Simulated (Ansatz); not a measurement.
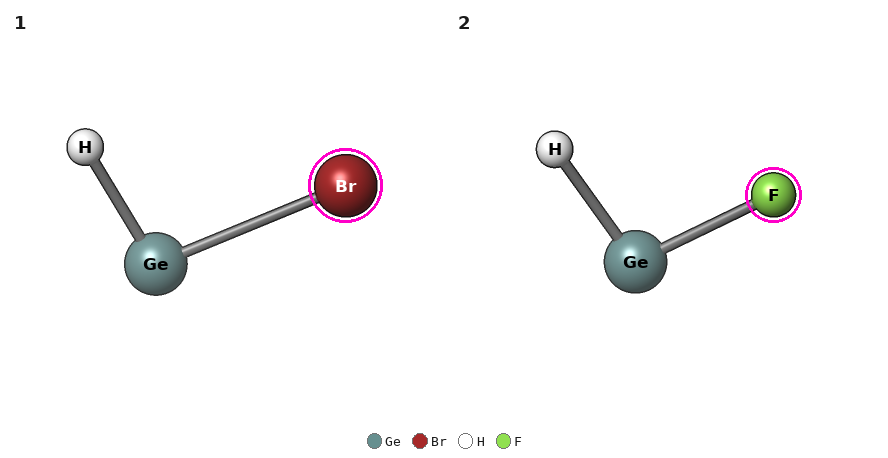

2 molecules with one skeleton, seen from the same side and at one scale; the atom that differs is circled. Charge 0, singlet. Computed geometries: PBE0-D4/def2-TZVP optimisations, one conformation each. Properties computed with Ansatz 0.2.0.

One atom differs, called X below: Br in panel 1, F in panel 2. Their formulas are BrGeH (`[GeH][Br]`), FGeH (`[F][GeH]`).

### In which is the dipole moment larger (PBE-D4/def2-TZVPP)?

In panel 2 (X = F).

### In which is the length of X–Ge larger (PBE0-D4/def2-TZVP)?

In panel 1 (X = Br).

Give the values. With PBE0-D4/def2-TZVP: length of X–Ge (Å), angle X–Ge–H (°), harmonic zero-point energy (kJ/mol), harmonic X–Ge stretching wavenumber (cm⁻¹). With PBE-D4/def2-TZVPP: dipole moment (D), HOMO energy (Kohn–Sham orbital) (eV), HOMO–LUMO gap (eV), vertical ionisation energy (eV).

```
                                  quantity  1 (Br)  2 (F)   2 − 1
                        length of X–Ge (Å)   2.339  1.757  −0.582
                          angle X–Ge–H (°)    93.3   94.2    +0.9
                         dipole moment (D)    1.52   1.71   +0.19
      HOMO energy (Kohn–Sham orbital) (eV)   −6.00  −6.07   −0.07
                        HOMO–LUMO gap (eV)    2.10   2.42   +0.32
           vertical ionisation energy (eV)    9.15   9.69   +0.54
       harmonic zero-point energy (kJ/mol)    17.4   19.8    +2.4
harmonic X–Ge stretching wavenumber (cm⁻¹)     293    668    +375
```
